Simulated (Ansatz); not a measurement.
# GeH2P: the cost of one run

Program: Ansatz 0.2.0, Gaussian basis. Level of theory: cc-pVTZ, core rule «outside noble gas», up to 19 orbitals frozen. These are calculated values, not measurements.

Plan: UHF; CCSD(T) on ROHF; CCSD(T) on UHF; BCCD(T) on ROHF; CCSDT(Q) on ROHF; CCSDT(Q) on UHF; CASSCF and MRCISD+Q, 10 electrons in 10 orbitals; CASSCF and NEVPT2, 10 electrons in 10 orbitals.

5 further runs of the same task are left out: 5 set aside as unsound or not needed.

### 1 What is computed

The geometry is a PBE0/def2-TZVP stationary point (not a proven minimum) of the parent state, kept for this charge and spin. No spin-orbit coupling is included. The filled d shell of Ge may be among the frozen orbitals whatever the setting's name suggests; the logs give the count.

4 atoms, charge 1, spin multiplicity 3.

Atoms are counted from 1 here; the program's logs count them from 0.

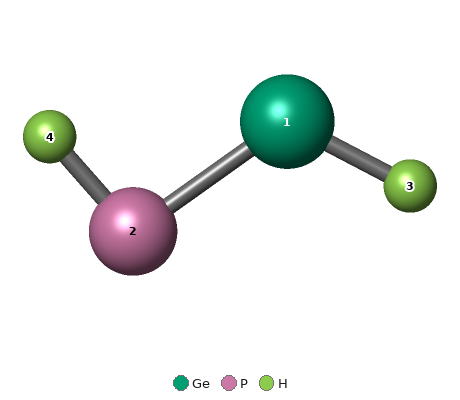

The structure; germanium teal, phosphorus pink, hydrogen green; atoms are numbered from 1 in the order of the file.

### 2 UHF

Contents of in.yaml:

```yaml
crystal:
  periodic: [false, false, false]
  atoms:
    - {symbol: Ge, position_ang: [0.000000, -0.056222, 0.638924]}
    - {symbol: P, position_ang: [0.000000, 0.131641, -1.488929]}
    - {symbol: H, position_ang: [0.000000, 1.272055, 1.463066]}
    - {symbol: H, position_ang: [0.000000, -1.265559, -1.754446]}
basis:
  gaussian: {orbitals: cc-pVTZ}
total_charge: 1
magnetization: {spin_polarized: true, initial_magnetization: 2}
hamiltonian: {xc: hf}
output: {orbitals: {seedname: orbitals}}
```

The run is started by

```sh
ansatz run in.yaml --threads 1 --pin off --events-out ev --progress --plain --max-ram 2816MiB --backend cpu
```

Q: Estimate wall time and peak memory on 1 thread of AMD EPYC 7R13, shared host.

About 5.5 s, with a peak of 0.27 GiB.
